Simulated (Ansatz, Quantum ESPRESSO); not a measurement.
# Screening and band shifts of 1T-TiO2, 2 layers, AB stacking, part 4 of 6

How does 1T-TiO2, 2 layers, AB stacking respond to a gate-like field without added charge?

Quantum ESPRESSO 7.5; plane-wave DFT, PBE, GBRV ultrasoft pseudopotentials; geometry and cross-check by Ansatz 0.2.0 with PAW datasets.

So far. Step 5 (Band structure: no field): Along this path the valence top lies between K and Γ and the conduction bottom at Γ. Step 6 (SCF with pw.x: field 0.1 V/Å): The dipole goes from -0.0000 to 0.0257 e Å, 0.2569 e Å per V/Å.

## 7. Potential by pp.x

File f1.pot.in:

```
&inputpp
  prefix = 'f1'
  outdir = './out'
  filplot = 'f1.pot.dat'
  plot_num = 11
/
```

Started as:

```sh
$ OMP_NUM_THREADS=1 mpirun -n 4 pp.x -in f1.pot.in > f1.pot.out
```

Wall time 0.86 s (4 MPI ranks of Arm Neoverse V2, shared host); peak memory 0.1 GiB.

Numbers from this step:

```
slope of the potential above                                          : 0.09998 eV/Å
upper vacuum line continued to the top atoms, over the valence top    : 8.227 eV
slope of the potential below                                          : 0.1000 eV/Å
lower vacuum line continued to the bottom atoms, over the valence top : 8.189 eV
```

The slope in the vacuum is 0.100 eV/Å for an applied 0.10 V/Å, as it should be.

## 8. Self-consistent run: field 0.2 V/Å

File f2.in:

```
&control
  prefix = 'f2'
  outdir = './out'
  pseudo_dir = './pseudo'
  calculation = 'scf'
  tprnfor = .true.
  tefield = .true.
  dipfield = .true.
/
&system
  ibrav = 0
  nat = 6
  ntyp = 2
  ecutwfc = 40
  ecutrho = 200
  occupations = 'smearing'
  smearing = 'fd'
  degauss = 0.004
  edir = 3
  emaxpos = 0.97
  eopreg = 0.04
  eamp = 0.00388938
/
&electrons
  conv_thr = 1e-09
  mixing_beta = 0.4
  electron_maxstep = 120
  mixing_mode = 'plain'
  startingpot = 'file'
/
ATOMIC_SPECIES
  O   15.9990  o_pbe_v1.2.uspp.F.UPF
  Ti  47.8670  ti_pbe_v1.4.uspp.F.UPF
CELL_PARAMETERS angstrom
  2.97868159355487 0.00000000000000 -0.00000000000000
  -1.48934079677743 2.57961392980363 -0.00000000000000
  -0.00000000000000 -0.00000000000000 25.22238424610000
ATOMIC_POSITIONS crystal
  O   0.666666666667 0.333333333333 0.372536521195
  Ti  0.000000000000 0.000000000000 0.410959576674
  O   0.333333333333 0.666666666667 0.449108319241
  O   -0.000000000000 -0.000000000000 0.550891685794
  Ti  0.333333333333 0.666666666667 0.589040409055
  O   0.666666666667 0.333333333333 0.627463488042
K_POINTS automatic
  12 12 1 0 0 0
```

Started as:

```sh
$ cp -r out/f0.save out/f2.save
$ OMP_NUM_THREADS=1 mpirun -n 4 pw.x -nk 4 -in f2.in > f2.out
```

What it wrote:

```text
[banner, memory and clock lines left out]
Program PWSCF v.7.5 starts
[...]
number of electrons       =        48.00
     number of Kohn-Sham states=           29
     kinetic-energy cutoff     =      40.0000  Ry
     charge density cutoff     =     200.0000  Ry
[...]
number of k points=    74  Fermi-Dirac smearing, width (Ry)=  0.0040
[...]
Dense  grid:    62531 G-vectors     FFT dimensions: (  25,  25, 216)
[...]
The initial density is read from file :
[...]
negative rho (up, down):  6.949E-03 0.000E+00
[...]
Starting wfcs are   36 randomized atomic wfcs
[...]
negative rho (up, down):  6.943E-03 0.000E+00
[...]
estimated scf accuracy    <       0.01177513 Ry
[...]
negative rho (up, down):  6.942E-03 0.000E+00
[...]
estimated scf accuracy    <       0.04269380 Ry
[...]
negative rho (up, down):  6.947E-03 0.000E+00
[...]
estimated scf accuracy    <       0.00039481 Ry
[...]
negative rho (up, down):  6.947E-03 0.000E+00
[...]
estimated scf accuracy    <       0.00034440 Ry
[...]
negative rho (up, down):  6.946E-03 0.000E+00
[...]
estimated scf accuracy    <       0.00017072 Ry
[...]
negative rho (up, down):  6.946E-03 0.000E+00
[...]
estimated scf accuracy    <       0.00002431 Ry
[...]
negative rho (up, down):  6.947E-03 0.000E+00
[...]
estimated scf accuracy    <       0.00000169 Ry
[...]
negative rho (up, down):  6.947E-03 0.000E+00
[...]
estimated scf accuracy    <       0.00000013 Ry
[...]
negative rho (up, down):  6.947E-03 0.000E+00
[...]
estimated scf accuracy    <       0.00000011 Ry
[...]
negative rho (up, down):  6.947E-03 0.000E+00
[...]
estimated scf accuracy    <       0.00000001 Ry
[...]
negative rho (up, down):  6.947E-03 0.000E+00
[...]
estimated scf accuracy    <       0.00000002 Ry
[...]
negative rho (up, down):  6.947E-03 0.000E+00
[...]
estimated scf accuracy    <          1.0E-09 Ry
[...]
negative rho (up, down):  6.947E-03 0.000E+00
[...]
Computed dipole along edir(3) :
        Dipole                0.0972 Ry au,          0.2471 Debye
        Dipole field          0.0009 Ry au,
        E field amplitude [Ha a.u.]:  3.8894E-03
        Potential amp.        0.2705 Ry
        Total length         45.7569 bohr
[...]
the Fermi energy is    -1.4251 ev
!    total energy              =    -368.39914642 Ry
     estimated scf accuracy    <          9.3E-10 Ry
     smearing contrib. (-TS)   =      -0.00000000 Ry
     internal energy E=F+TS    =    -368.39914642 Ry
[...]
one-electron contribution =   -3966.31282260 Ry
     hartree contribution      =    1986.62385486 Ry
     xc contribution           =     -65.24367004 Ry
     ewald contribution        =    1676.53415672 Ry
     electric field correction =      -0.00066536 Ry
     convergence has been achieved in  13 iterations
     negative rho (up, down):  6.947E-03 0.000E+00
[...]
Total force =     0.011553     Total SCF correction =     0.000184
[...]
```

The job ended after 67 s (4 MPI ranks; peak memory 0.59 GiB).

Numbers from this step:

- free energy: -5012.3257 eV
- Fermi energy: -1.425 eV
- dipole along the normal: 0.05144 e·Å
- valence top, on the run's zero: -2.719 eV
- conduction bottom, on the run's zero: -0.2993 eV
- gap by band count: 2.419 eV

The dipole goes from -0.0000 to 0.0514 e Å, 0.2572 e Å per V/Å.

## 9. Electrostatic potential

File f2.pot.in:

```
&inputpp
  prefix = 'f2'
  outdir = './out'
  filplot = 'f2.pot.dat'
  plot_num = 11
/
```

Started as:

```sh
$ OMP_NUM_THREADS=1 mpirun -n 4 pp.x -in f2.pot.in > f2.pot.out
```

Elapsed: 0.85 s, on 4 MPI ranks; peak memory 0.1 GiB; 3.1 s of CPU time.

This step gave:

* slope of the potential above: 0.2000 eV/Å
* upper vacuum line continued to the top atoms, over the valence top: 8.201 eV
* slope of the potential below: 0.2000 eV/Å
* lower vacuum line continued to the bottom atoms, over the valence top: 8.126 eV

The slope in the vacuum is 0.200 eV/Å for an applied 0.20 V/Å, as it should be.

## 10. Bands along a path: field 0.2 V/Å

File f2.bands.in:

```
&control
  prefix = 'f2.bands'
  outdir = './out'
  pseudo_dir = './pseudo'
  calculation = 'bands'
  tefield = .true.
  dipfield = .true.
/
&system
  ibrav = 0
  nat = 6
  ntyp = 2
  ecutwfc = 40
  ecutrho = 200
  occupations = 'smearing'
  smearing = 'fd'
  degauss = 0.004
  edir = 3
  emaxpos = 0.97
  eopreg = 0.04
  eamp = 0.00388938
  nbnd = 30
/
&electrons
  conv_thr = 1e-07
  mixing_beta = 0.4
  electron_maxstep = 120
  mixing_mode = 'local-TF'
/
ATOMIC_SPECIES
  O   15.9990  o_pbe_v1.2.uspp.F.UPF
  Ti  47.8670  ti_pbe_v1.4.uspp.F.UPF
CELL_PARAMETERS angstrom
  2.97868159355487 0.00000000000000 -0.00000000000000
  -1.48934079677743 2.57961392980363 -0.00000000000000
  -0.00000000000000 -0.00000000000000 25.22238424610000
ATOMIC_POSITIONS crystal
  O   0.666666666667 0.333333333333 0.372536521195
  Ti  0.000000000000 0.000000000000 0.410959576674
  O   0.333333333333 0.666666666667 0.449108319241
  O   -0.000000000000 -0.000000000000 0.550891685794
  Ti  0.333333333333 0.666666666667 0.589040409055
  O   0.666666666667 0.333333333333 0.627463488042
K_POINTS crystal_b
4
  0.0000000000 0.0000000000 0.0000000000 14
  0.5000000000 0.0000000000 0.0000000000 14
  0.3333333333 0.3333333333 0.0000000000 14
  0.0000000000 0.0000000000 0.0000000000 1
```

Started as:

```sh
$ cp -r out/f2.save out/f2.bands.save
$ cp out/f2.xml out/f2.bands.xml
$ OMP_NUM_THREADS=1 mpirun -n 4 pw.x -nk 4 -in f2.bands.in > f2.bands.out
```

What it wrote:

```text
[banner, memory and clock lines left out]
Program PWSCF v.7.5 starts
[citation notice left out]

[...]
bravais-lattice index     =            0
     lattice parameter (alat)  =       5.6289  a.u.
     unit-cell volume          =    1307.8608 (a.u.)^3
     number of atoms/cell      =            6
     number of atomic types    =            2
     number of electrons       =        48.00
     number of Kohn-Sham states=           30
     kinetic-energy cutoff     =      40.0000  Ry
     charge density cutoff     =     200.0000  Ry
     Exchange-correlation=  SLA  PW   PBX  PBC
                           (   1   4   3   4   0   0   0)

[...]
PseudoPot. # 1 for O  read from file:
     ./pseudo/o_pbe_v1.2.uspp.F.UPF
     Pseudo is Ultrasoft + core correction, Zval =  6.0
     Generated by new atomic code, or converted to UPF format
     Using radial grid of  737 points,  5 beta functions with:
                l(1) =   0
                l(2) =   0
                l(3) =   1
                l(4) =   1
                l(5) =   2
     Q(r) pseudized with  8 coefficients,  rinner =    0.900   0.900   0.900
                                                       0.900   0.900

     PseudoPot. # 2 for Ti read from file:
     ./pseudo/ti_pbe_v1.4.uspp.F.UPF
     Pseudo is Ultrasoft + core correction, Zval = 12.0
     Generated by new atomic code, or converted to UPF format
     Using radial grid of  851 points,  6 beta functions with:
                l(1) =   0
                l(2) =   0
                l(3) =   1
                l(4) =   1
                l(5) =   2
                l(6) =   2
     Q(r) pseudized with  6 coefficients,  rinner =    1.000   1.000   1.000
                                                       1.000   1.000

     atomic species   valence    mass     pseudopotential
     O                 6.00    15.99900     O ( 1.00)
     Ti               12.00    47.86700     Ti( 1.00)

     No symmetry found

[...]
number of k points=    43  Fermi-Dirac smearing, width (Ry)=  0.0040
[...]
Dense  grid:    62531 G-vectors     FFT dimensions: (  25,  25, 216)

     Smooth grid:    44783 G-vectors     FFT dimensions: (  24,  24, 192)

     Check: negative core charge=   -0.000003

     The potential is recalculated from file :
     ./out/f2.bands.save/charge-density

     negative rho (up, down):  6.947E-03 0.000E+00

     Adding external electric field

     Computed dipole along edir(3) :
        Dipole                0.0972 Ry au,          0.2471 Debye
        Dipole field          0.0009 Ry au,

        E field amplitude [Ha a.u.]:  3.8894E-03
        Potential amp.        0.2705 Ry
        Total length         45.7569 bohr

     Starting wfcs are   36 randomized atomic wfcs

     Band Structure Calculation
     Davidson diagonalization with overlap

     ethr =  2.08E-10,  avg # of iterations = 21.1

     End of band structure calculation

          k = 0.0000 0.0000 0.0000 (  5603 PWs)   bands (ev):

   -59.3256 -59.0340 -35.6035 -35.3146 -35.3146 -35.3119 -35.0230 -35.0230
   -20.4590 -20.1529 -18.6693 -18.3499  -6.9143  -6.6733  -6.6733  -6.3809
    -6.3809  -6.2776  -3.9090  -3.2229  -3.2229  -3.1039  -2.9267  -2.9267
    -0.2988  -0.2988  -0.0070  -0.0070   1.4123   1.7159

          k = 0.0357 0.0206 0.0000 (  5609 PWs)   bands (ev):

   -59.3246 -59.0330 -35.6019 -35.3225 -35.3161 -35.3102 -35.0309 -35.0244
   -20.4416 -20.1356 -18.6780 -18.3591  -6.8996  -6.6843  -6.6598  -6.3901
    -6.3674  -6.2555  -3.8740  -3.2964  -3.2538  -3.0887  -2.9865  -2.9574
    -0.2774  -0.2655   0.0145   0.0264   1.4077   1.7110

[...]
```

Run time: 17 s. Hardware: 4 MPI ranks; peak memory 0.33 GiB.

Numbers from this step:

| Quantity | Value |
| --- | --- |
| valence top, on the run's zero | -2.712 eV |
| conduction bottom, on the run's zero | -0.2988 eV |
| gap by band count | 2.413 eV |

Band numbers count within the set of bands kept for display. Electronic bands along the path, in eV, zero at the highest filled level of the SCF mesh; v1 is the highest filled band, c1 the lowest empty one:

| point | v4 | v3 | v2 | v1 | c1 | c2 | c3 | c4 |
| --- | --- | --- | --- | --- | --- | --- | --- | --- |
| Γ | -0.50 | -0.39 | -0.21 | -0.21 | 2.42 | 2.42 | 2.71 | 2.71 |
| M | -1.53 | -1.22 | -1.00 | -0.65 | 2.63 | 2.98 | 3.47 | 3.55 |
| K | -1.67 | -1.44 | -1.24 | -1.05 | 2.64 | 2.93 | 3.70 | 3.72 |
| Γ | -0.50 | -0.39 | -0.21 | -0.21 | 2.42 | 2.42 | 2.71 | 2.71 |

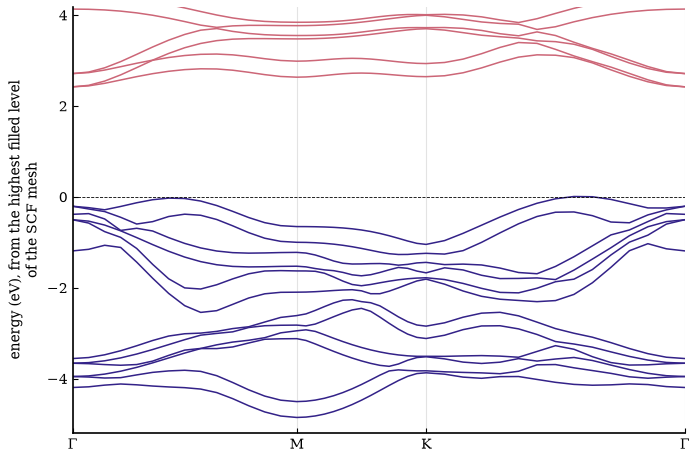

Electronic bands along the path; lines of filled and empty bands in two colours.

Upper empty bands that drop with the field can be states of the vacuum, held by the sawtooth; they depend on the cell's width.

Along this path the valence top lies between K and Γ and the conduction bottom at Γ.

## 11. Ground state: field -0.2 V/Å

f3.in, as its differences from the input of step 8:

```diff
@@ -1,3 +1,3 @@
 &control
-  prefix = 'f2'
+  prefix = 'f3'
   outdir = './out'
@@ -21,3 +21,3 @@
   eopreg = 0.04
-  eamp = 0.00388938
+  eamp = -0.00388938
 /
```

Started as:

```sh
$ cp -r out/f0.save out/f3.save
$ OMP_NUM_THREADS=1 mpirun -n 4 pw.x -nk 4 -in f3.in > f3.out
```

What it wrote:

```text
[banner, memory and clock lines left out]
Program PWSCF v.7.5 starts
[...]
number of electrons       =        48.00
     number of Kohn-Sham states=           29
     kinetic-energy cutoff     =      40.0000  Ry
     charge density cutoff     =     200.0000  Ry
[...]
number of k points=    74  Fermi-Dirac smearing, width (Ry)=  0.0040
[...]
Dense  grid:    62531 G-vectors     FFT dimensions: (  25,  25, 216)
[...]
The initial density is read from file :
[...]
negative rho (up, down):  6.949E-03 0.000E+00
[...]
Starting wfcs are   36 randomized atomic wfcs
[...]
negative rho (up, down):  6.947E-03 0.000E+00
[...]
estimated scf accuracy    <       0.01176669 Ry
[...]
negative rho (up, down):  6.943E-03 0.000E+00
[...]
estimated scf accuracy    <       0.04255970 Ry
[...]
negative rho (up, down):  6.948E-03 0.000E+00
[...]
estimated scf accuracy    <       0.00038900 Ry
[...]
negative rho (up, down):  6.947E-03 0.000E+00
[...]
estimated scf accuracy    <       0.00032863 Ry
[...]
negative rho (up, down):  6.947E-03 0.000E+00
[...]
estimated scf accuracy    <       0.00016259 Ry
[...]
negative rho (up, down):  6.947E-03 0.000E+00
[...]
estimated scf accuracy    <       0.00002413 Ry
[...]
negative rho (up, down):  6.948E-03 0.000E+00
[...]
estimated scf accuracy    <       0.00000143 Ry
[...]
negative rho (up, down):  6.948E-03 0.000E+00
[...]
estimated scf accuracy    <       0.00000016 Ry
[...]
negative rho (up, down):  6.948E-03 0.000E+00
[...]
estimated scf accuracy    <       0.00000008 Ry
[...]
negative rho (up, down):  6.948E-03 0.000E+00
[...]
estimated scf accuracy    <       0.00000001 Ry
[...]
negative rho (up, down):  6.948E-03 0.000E+00
[...]
estimated scf accuracy    <       0.00000002 Ry
[...]
negative rho (up, down):  6.948E-03 0.000E+00
[...]
Computed dipole along edir(3) :
        Dipole               -0.0972 Ry au,         -0.2470 Debye
        Dipole field         -0.0009 Ry au,
        E field amplitude [Ha a.u.]: -3.8894E-03
        Potential amp.       -0.2705 Ry
        Total length         45.7569 bohr
[...]
the Fermi energy is    -1.5018 ev
!    total energy              =    -368.39914634 Ry
     estimated scf accuracy    <          9.8E-10 Ry
     smearing contrib. (-TS)   =      -0.00000000 Ry
     internal energy E=F+TS    =    -368.39914634 Ry
[...]
one-electron contribution =   -3966.31288301 Ry
     hartree contribution      =    1986.62391875 Ry
     xc contribution           =     -65.24367365 Ry
     ewald contribution        =    1676.53415672 Ry
     electric field correction =      -0.00066515 Ry
     convergence has been achieved in  12 iterations
     negative rho (up, down):  6.948E-03 0.000E+00
[...]
Total force =     0.011557     Total SCF correction =     0.000185
[...]
```

It took 63 s on 4 MPI ranks; peak memory 0.72 GiB; 4.2 min of CPU time.

Numbers from this step:

```
Fermi energy                         : -1.502 eV
dipole along the normal              : -0.05142 e·Å
valence top, on the run's zero       : -2.795 eV
conduction bottom, on the run's zero : -0.3760 eV
gap by band count                    : 2.419 eV
```

The dipole goes from -0.0000 to -0.0514 e Å, 0.2571 e Å per V/Å.

## 12. Potential by pp.x

File f3.pot.in:

```
&inputpp
  prefix = 'f3'
  outdir = './out'
  filplot = 'f3.pot.dat'
  plot_num = 11
/
```

Started as:

```sh
$ OMP_NUM_THREADS=1 mpirun -n 4 pp.x -in f3.pot.in > f3.pot.out
```

The job ended after 0.85 s (4 MPI ranks; peak memory 0.1 GiB; 3.1 s of CPU time).

Numbers from this step:

| Item | Value |
| --- | --- |
| slope of the potential above | -0.2000 eV/Å |
| upper vacuum line continued to the top atoms, over the valence top | 8.126 eV |
| slope of the potential below | -0.2000 eV/Å |
| lower vacuum line continued to the bottom atoms, over the valence top | 8.201 eV |

The slope in the vacuum is -0.200 eV/Å for an applied -0.20 V/Å, as it should be.

Each curve counts from the valence top of its own run.

The runs together. Table of potential energy by z:

| z (Å) | potential at 0 V/Å (eV) | potential at 0.1 V/Å (eV) | potential at 0.2 V/Å (eV) | potential at -0.2 V/Å (eV) |
| --- | --- | --- | --- | --- |
| 0 | 8.23 | 7.73 | 7.20 | 9.12 |
| 2 | 8.23 | 7.45 | 6.65 | 9.68 |
| 4 | 8.23 | 7.65 | 7.05 | 9.28 |
| 6 | 8.23 | 7.85 | 7.45 | 8.88 |
| 8 | 8.06 | 7.88 | 7.67 | 8.32 |
| 10 | -13.3 | -13.4 | -13.5 | -13.2 |
| 12 | 5.66 | 5.60 | 5.52 | 5.68 |
| 14 | -8.93 | -8.88 | -8.86 | -9.12 |
| 16 | -4.66 | -4.59 | -4.55 | -4.90 |
| 18 | 8.22 | 8.43 | 8.63 | 7.68 |
| 20 | 8.23 | 8.64 | 9.04 | 7.29 |
| 22 | 8.23 | 8.84 | 9.44 | 6.89 |
| 24 | 8.23 | 9.04 | 9.84 | 6.49 |

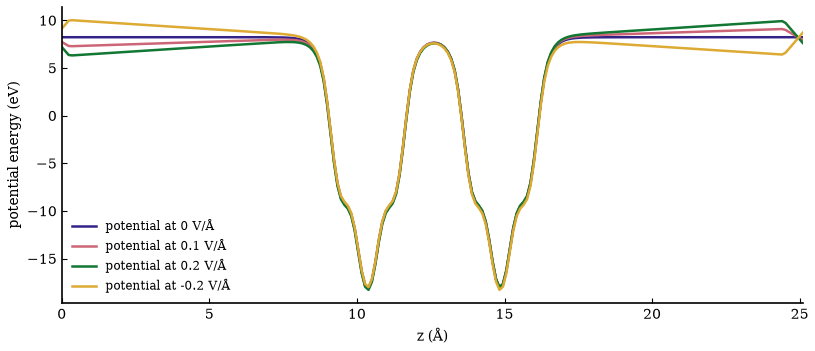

Potential energy, plotted against z.

[end of part 4 of 6]

[Logs are printed without paths, hosts, clocks, repeated set-up lines and the standing remarks that a program may print on its own settings, such as how far it seeks lower states.]

[Hosts, paths, dates, database ids (printed as entryN), source tags and the programs' standing remarks are cut or masked in the printed files.]

[Maps of the electrostatic potential energy from Ansatz leave out the sawtooth potential of an applied field or a dipole correction, so their vacuum need not be flat; planar profiles and work functions include it.]
